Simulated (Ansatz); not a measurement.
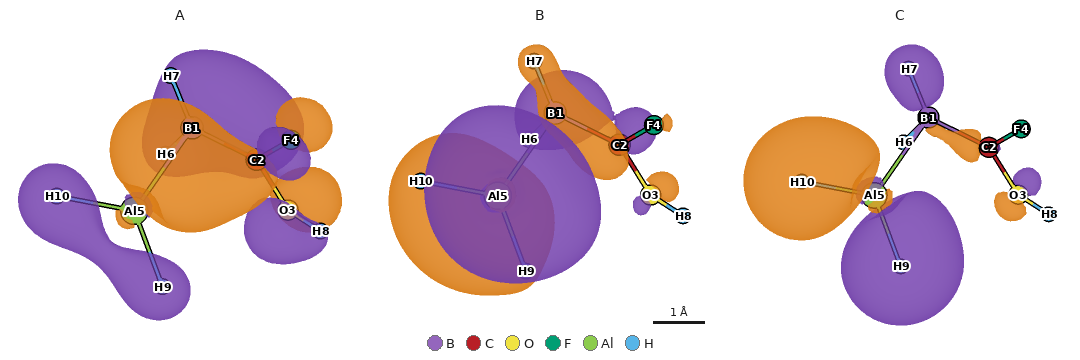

Figure. CH5AlBFO. Three frontier orbitals at ±0.08 Å⁻³ᐟ² (orange and purple are the two phases), in no order.

These are results of Ansatz, RKS PBE0/def2-SVP, not measurements.

```yaml
atoms:
  - { symbol: B, position_ang: [-0.2123, 0.0787, -1.0762] }
  - { symbol: C, position_ang: [-0.0711, -1.0948, -0.1980] }
  - { symbol: O, position_ang: [-0.8681, -1.4386, 0.7980] }
  - { symbol: F, position_ang: [0.9303, -1.9608, -0.3236] }
  - { symbol: Al, position_ang: [0.3959, 1.4128, 0.4146] }
  - { symbol: H, position_ang: [-1.1756, 0.8091, -0.7848] }
  - { symbol: H, position_ang: [0.4150, 0.2413, -2.0891] }
  - { symbol: H, position_ang: [-0.4127, -2.0593, 1.3864] }
  - { symbol: H, position_ang: [0.1051, 1.1527, 1.9585] }
  - { symbol: H, position_ang: [0.9765, 2.8075, -0.0829] }
```

Q: Order the three orbitals by energy and name them.

A: C is the HOMO−1 (−8.40 eV). By Hirshfeld shares it lies mainly on Al5 (about 35 %), H9 (about 30 %) and H10 (about 30 %). A is the HOMO (−6.79 eV). Its weight (Hirshfeld) is mainly on B1 (about 30 %), C2 (about 20 %), Al5 (about 20 %) and O3 (about 10 %). B is the LUMO (−1.21 eV). It lies mainly on Al5 (about 70 %) and B1 (about 10 %).

Q: What is the HOMO–LUMO gap?

A: 5.58 eV between the orbital energies.
